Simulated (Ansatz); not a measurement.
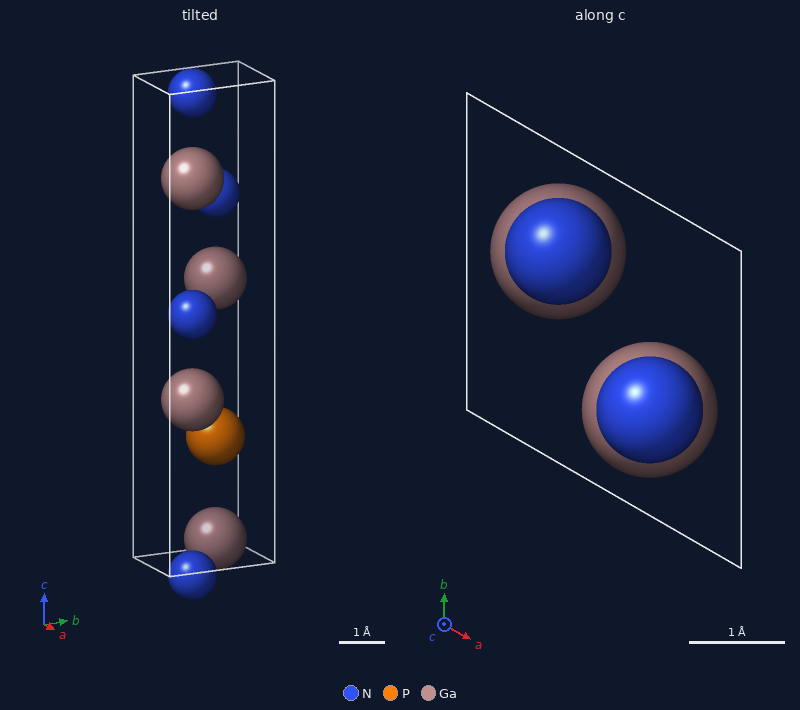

Shown here is a spheres-only view of the crystal, taken slightly off an axis and along the c axis. Lines trace the edges of the conventional unit cell.

Ga$_{4}$PN$_{3}$, space group P3m1 (No. 156), a = 3.337 Å, b = 3.337 Å, c = 11.049 Å, α = 90.00°, β = 90.00°, γ = 120.00°. Origin of the cell: a structure type filled with these elements by a generator (whether the compound takes this form wasn't checked). Earlier steps of the study may have refined or changed the cell and positions. A calculation with Ansatz used it as input.

This one geometry was computed with Ansatz (DFT, plane waves, PAW) at three levels of theory: PBE, r2SCAN and PBE with spin-orbit coupling. It was relaxed beforehand with r2SCAN.

Which level gives the highest pressure at this volume, and what does that say about its equilibrium volume?

Highest: PBE (4.8 GPa) and PBE with spin-orbit coupling (4.8 GPa), which points to the largest equilibrium volume. Lowest, with the smallest volume: r2SCAN (0.0 GPa). Levels within 0.5 GPa of each other can't be told apart.

How does the band gap change with the level of theory?

All levels give a metal.

Collect the results in a table.

| level | cutoff (eV) | k-mesh of the run's cell | gap (eV) | pressure (GPa) |
| --- | --- | --- | --- | --- |
| PBE | 420 | 12×12×2 | metal | 4.8 |
| r2SCAN | 500 | 12×12×2 | metal | 0.0 |
| PBE with spin-orbit coupling | 420 | 12×12×2 | metal | 4.8 |

Gaps are taken on the k-mesh or band path of each run.
